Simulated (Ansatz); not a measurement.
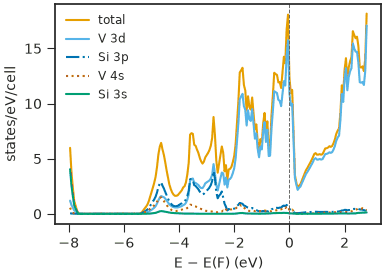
*Total and projected density of states of V3Si (A15 (Cr3Si type), Pm-3n), plane-wave PAW PBE (Ansatz code)*

Task: Which orbitals carry the states next to the Fermi level?

Result: Within 0.5 eV of the Fermi level: V 3d 87 %. Projections are on Löwdin-orthogonalised atomic valence shells; empty p or d shells of many metals are not among them.

Symmetry was held in the PBE relaxation. Magnetic state: ferromagnetic, the only order run, not a proven ground state.

Potentials: the later of the program's two PAW sets.
